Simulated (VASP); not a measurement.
Band structure of BaZn2Ge2 (space group I4/mmm). These are LDA (Ceperley-Alder, Perdew-Zunger), VASP's LDA PAW potentials (set 64) (plane waves; VASP) values and carry that method's errors.

Unless said otherwise, spin-orbit coupling is left out, though it shifts the bands of the heavy elements here.

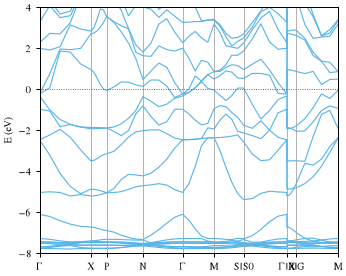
Fig. 1. Bands along high-symmetry lines, zero at the valence-band maximum or, without a gap, the Fermi level

Q: Read the plot: is there a gap, and where are the band edges?

A: It has no gap at this level: it comes out as a metal or semimetal.

The structure comes from a computed database's BaZn2Ge2 entry (I4/mmm); how it stands against other phases isn't given here. The cell was not relaxed at this level. The k-mesh is coarse (spacing up to 0.33 per Å, 2π included), so the numbers may not be converged in it.
